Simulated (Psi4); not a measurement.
# mPW1K/cc-pVQZ (density fitting) run of BClF2 (chlorodifluoroborane)

What is the electrostatic solvation energy at fixed shape (IEF-PCM, acetonitrile) of BClF2 (chlorodifluoroborane) at mPW1K/cc-pVQZ (density fitting)? Input form: a Python script.

Program for the calculation: Psi4 1.11.

1 further run of the same task is left out (set aside as unsound or not needed).

**1. The molecule**

BClF2: 4 atoms, total charge 0, spin state singlet. As SMILES, `FB(F)Cl`. The shape is that of a PBE0-D4/def2-TZVP optimisation.

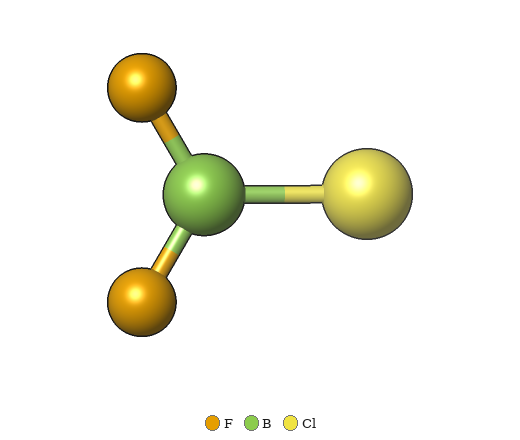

The structure, seen from a chosen angle (fluorine amber, boron green, chlorine yellow).

**2. A single-point energy at mPW1K/cc-pVQZ (density fitting)**

Contents of calc.py:

```python
import psi4

psi4.set_memory(1600000000)
psi4.set_num_threads(1)
psi4.set_output_file('psi4.out', False)

geom = psi4.geometry("""
F
B 1 1.31045
F 2 1.310267 1 119.00197
Cl 2 1.73969 3 120.50141 1 179.99239
units angstrom
symmetry c1
no_reorient
no_com
""")

psi4.set_options(dict(scf_type='df'))

E, wfn = psi4.energy('mpw1k/cc-pVQZ', return_wfn=True)
print('E =', round(E, 9))
```

Run with:

```bash
$ python calc.py
```

psi4.out:

```text
[...]
  Running in c1 symmetry.
[...]
  Nuclear repulsion =  142.136297037602844
[...]
  Multiplicity = 1
[...]
  Nalpha       = 20
  Nbeta        = 20
[...]
    Number of basis functions: 224
[...]
   @DF-RKS iter   1:  -684.90634963979096   -4.50806e-01   2.25161e-03 DIIS/ADIIS
[...]
   @DF-RKS iter   7:  -684.97716899731699   -9.64894e-08   6.04961e-07 DIIS
[...]
    Orbital Energies [Eh]
    ---------------------
    Doubly Occupied:
       1A   -102.528421     2A    -25.188721     3A    -25.188664
       4A     -9.819784     5A     -7.492024     6A     -7.488228
       7A     -7.487064     8A     -7.155655     9A     -1.399075
      10A     -1.369859    11A     -0.960436    12A     -0.687854
      13A     -0.644426    14A     -0.605759    15A     -0.597932
      16A     -0.539908    17A     -0.529266    18A     -0.489752
      19A     -0.418798    20A     -0.406085
[...]
  @DF-RKS Final Energy:  -684.97716899731699
   => Energetics <=
    Nuclear Repulsion Energy =            142.1362970376028443
    One-Electron Energy =               -1230.0681964555562899
    Two-Electron Energy =                 434.1545985877272642
    DFT Exchange-Correlation Energy =     -31.1998681670907807
    Empirical Dispersion Energy =           0.0000000000000000
    VV10 Nonlocal Energy =                  0.0000000000000000
    Total Energy =                       -684.9771689973169941
[...]
 Multipole Moments:
 ------------------------------------------------------------------------------------
     Multipole            Electronic (a.u.)      Nuclear  (a.u.)        Total (a.u.)
 ------------------------------------------------------------------------------------
 L = 1.  Multiply by 2.5417464519 to convert [e a0] to [Debye]
 Dipole X            :          0.0001950           -0.0001291            0.0000658
 Dipole Y            :         -0.9838036            1.0795138            0.0957103
 Dipole Z            :         -0.5790858            0.6358196            0.0567339
 Magnitude           :                                                    0.1112618
[...]
```

Standard output:

```text
E = -684.977168997
```

Run time: 9.9 s. Hardware: 1 thread of Intel Xeon 6975P-C (Granite Rapids), shared host; peak memory 0.91 GiB.

**3. The energy at mPW1K/cc-pVQZ (density fitting, IEF-PCM acetonitrile)**

Contents of job.py:

```python
import psi4

psi4.set_memory(1600000000)
psi4.set_num_threads(1)
psi4.set_output_file('run.log', False)

molecule = psi4.geometry("""
F     -0.173700    -1.254300    -0.546300
B     -0.067100    -0.041300    -0.062000
F     -1.011600     0.830100    -0.317700
Cl     1.307900     0.405300     0.905700
symmetry c1
no_reorient
no_com
""")

psi4.set_options({
    'scf_type': 'df',
    'pcm': True,
})
psi4.pcm_helper("""
  Units = Angstrom
  Medium {
    SolverType = IEFPCM
    Solvent = Acetonitrile
  }
  Cavity {
    Type = GePol
    RadiiSet = UFF
    Scaling = False
    Area = 0.3
    Mode = Implicit
  }
""")

E = psi4.energy('mpw1k/cc-pVQZ')
print(f'total energy {E:.8f} hartree = {E * 27.211386:.5f} eV')
```

Run with:

```bash
$ python job.py
```

run.log:

```text
[...]
  Running in c1 symmetry.
[...]
  Nuclear repulsion =  142.136300753478139
[...]
  Multiplicity = 1
[...]
  Nalpha       = 20
  Nbeta        = 20
[...]
    Number of basis functions: 224
[...]
   @DF-RKS iter   1:  -684.90993051225257   -4.53572e-01   2.25074e-03 DIIS/ADIIS
[...]
   @DF-RKS iter   7:  -684.98013402536162   -4.51332e-08   3.69411e-07 DIIS
[...]
    Orbital Energies [Eh]
    ---------------------
    Doubly Occupied:
       1A   -102.521280     2A    -25.183965     3A    -25.183916
       4A     -9.812670     5A     -7.484909     6A     -7.481062
       7A     -7.480011     8A     -7.150436     9A     -1.394449
      10A     -1.365449    11A     -0.953337    12A     -0.684258
      13A     -0.641059    14A     -0.600689    15A     -0.592239
      16A     -0.535480    17A     -0.525550    18A     -0.483843
      19A     -0.411355    20A     -0.400155
[...]
  @DF-RKS Final Energy:  -684.98013402536162
   => Energetics <=
    Nuclear Repulsion Energy =            142.1363007534781389
    One-Electron Energy =               -1230.0224591697165124
    Two-Electron Energy =                 434.1097364887968411
    DFT Exchange-Correlation Energy =     -31.2005526702861253
    Empirical Dispersion Energy =           0.0000000000000000
    VV10 Nonlocal Energy =                  0.0000000000000000
    PCM Polarization Energy =              -0.0031594276338782
    Total Energy =                       -684.9801340253616218
[...]
 Multipole Moments:
 ------------------------------------------------------------------------------------
     Multipole            Electronic (a.u.)      Nuclear  (a.u.)        Total (a.u.)
 ------------------------------------------------------------------------------------
 L = 1.  Multiply by 2.5417464519 to convert [e a0] to [Debye]
 Dipole X            :        -21.1332056           21.2237031            0.0904975
 Dipole Y            :         -5.3858002            5.4155771            0.0297769
 Dipole Z            :        -13.7516583           13.8155987            0.0639405
 Magnitude           :                                                    0.1147382
[...]
```

The script printed:

```text
total energy -684.98013403 hartree = -18639.25883 eV
```

Wall time 19 s (1 thread of Intel Xeon 6975P-C (Granite Rapids), shared host); peak memory 0.92 GiB.

**4. Outcome**

Level: mPW1K/cc-pVQZ (density fitting).

```
                                         quantity          value
                          gas phase: total energy  -684.97717 Eh
                         gas phase: dipole moment         0.28 D
                           gas phase: HOMO energy      -11.05 eV
                           gas phase: LUMO energy        0.52 eV
                         gas phase: HOMO–LUMO gap       11.57 eV
              IEF-PCM, acetonitrile: total energy  -684.98013 Eh
             IEF-PCM, acetonitrile: dipole moment         0.29 D
               IEF-PCM, acetonitrile: HOMO energy      -10.89 eV
               IEF-PCM, acetonitrile: LUMO energy        0.81 eV
             IEF-PCM, acetonitrile: HOMO–LUMO gap       11.70 eV
IEF-PCM, acetonitrile: solvent term in the energy    -8.3 kJ/mol
 energy change from gas to solvent at fixed shape      -0.081 eV
```

In words: The solvent model (IEF-PCM, acetonitrile) lowers the energy by 0.08 eV (−7.8 kJ/mol) at the same shape. It holds the electrostatic part alone, without cavity or dispersion terms.
